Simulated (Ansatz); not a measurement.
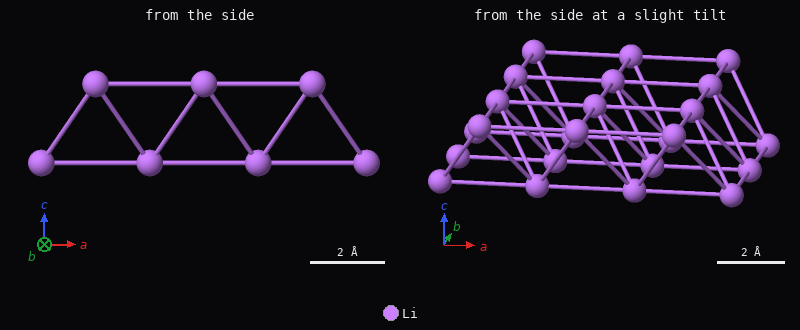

A ball-and-stick picture of a periodic sheet, seen from the side and from the side at a slight tilt. The surface normal points up in side views; the vacuum is left out. 3×3 cells are drawn in the plane, with atoms at the edges repeated.

The cell holds 2 Li.

### What is the thickness of the slab?

About 2.2 Å from the lowest to the highest atom.

### Go down through the slab and list the planes.

Two planes: Li / Li.

### What bonds hold it together?

Each Li atom is coordinated by eight Li at about 3.0 Å. The bonds build Li layers parallel to the surface.

The initial geometry was a structure type filled with this element by a generator (whether the element takes this form wasn't checked). Cell shown after relaxation with DFT PBE, scalar-relativistic, plane waves, PAW in Ansatz 0.2.0.
